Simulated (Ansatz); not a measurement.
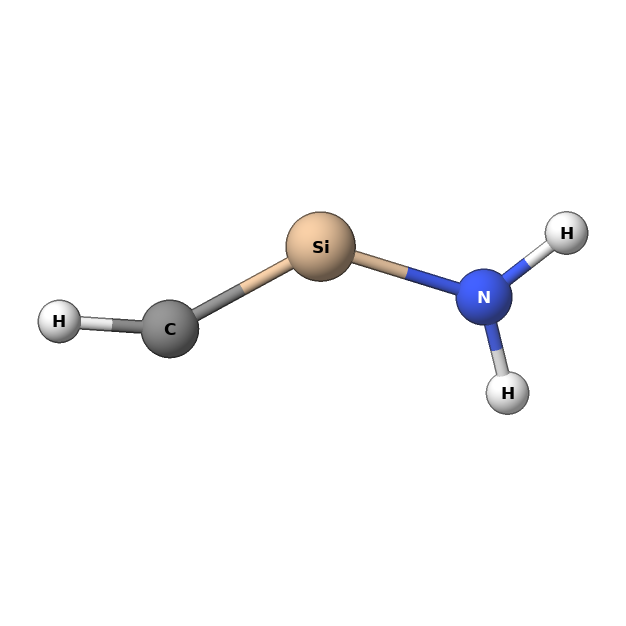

The picture shows a molecular structure as a ball-and-stick model.

The geometry was computed by an optimisation with PBE0-D4/def2-TZVP. No frequency run is at hand to confirm it as a minimum.

Describe the molecule.

The molecule is CH₃NSi. This geometry has Cs symmetry. All atoms lie on one plane. Coordination: 1 C bent; 1 Si bent; 1 N trigonal planar.

More results for the same structure follow; atom numbers are the same in all pictures, views and colours differ.

## Shape

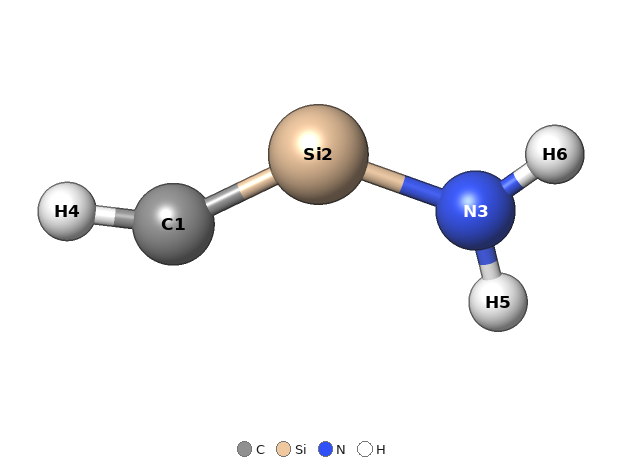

Atoms carry their numbers in the input. No frequency run is at hand to confirm it as a minimum.

List the bonds and their lengths.

```
  bond  length (Å)
C1–Si2       1.645
 C1–H4       1.078
Si2–N3       1.691
 N3–H5       1.006
 N3–H6       1.004
```

## Charges

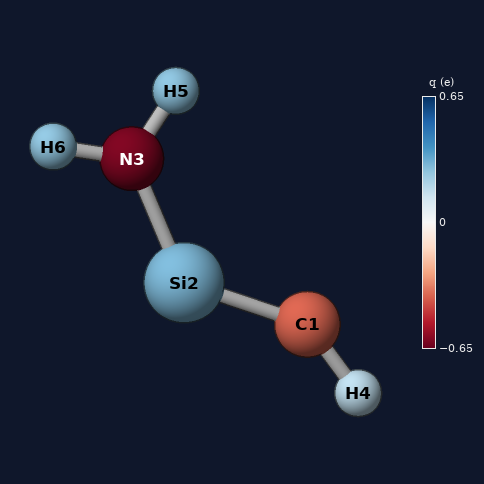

Atoms are coloured by their Mulliken charges. No frequency run is at hand to confirm it as a minimum. Level of theory: RKS PBE0-D4/def2-TZVP (Ansatz 0.2.0).

**Which atom carries the highest charge (most positive or least negative)?**

Si2 (0.29 e).

**And the lowest?**

N3 (−0.61 e).

Give the Mulliken charges atom by atom.

```tsv
atom	value (e)
C1	−0.38
Si2	0.29
N3	−0.61
H4	0.17
H5	0.27
H6	0.26
```

## Electronic properties

No frequency run is at hand to confirm it as a minimum. Level of theory: RKS PBE0-D4/def2-TZVPP (Ansatz 0.2.0).

**What is the HOMO energy (Kohn–Sham orbital)?**

−6.00 eV.

**What is the HOMO–LUMO gap?**

3.20 eV.

## Dipole moment

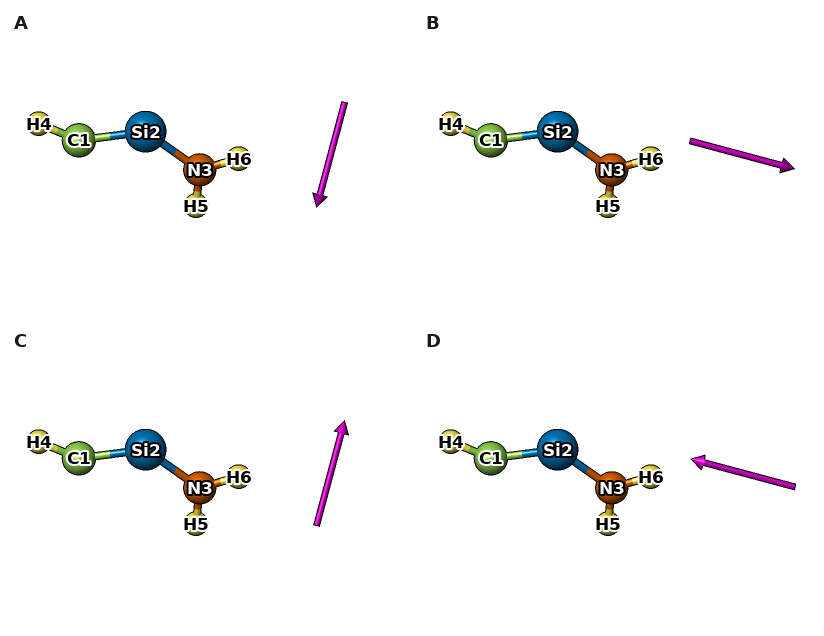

The same molecule four times, each with an arrow. No frequency run is at hand to confirm it as a minimum. Level of theory: RKS PBE0-D4/def2-TZVP (Ansatz 0.2.0).

**Which arrow points along the dipole moment, from the negative to the positive end?**

B. The dipole moment is 3.01 D; it points from the side of H4 to the side of H6 (the outermost atoms at the two ends).

Mulliken values depend strongly on the basis set and can even reverse the polarity of a bond.
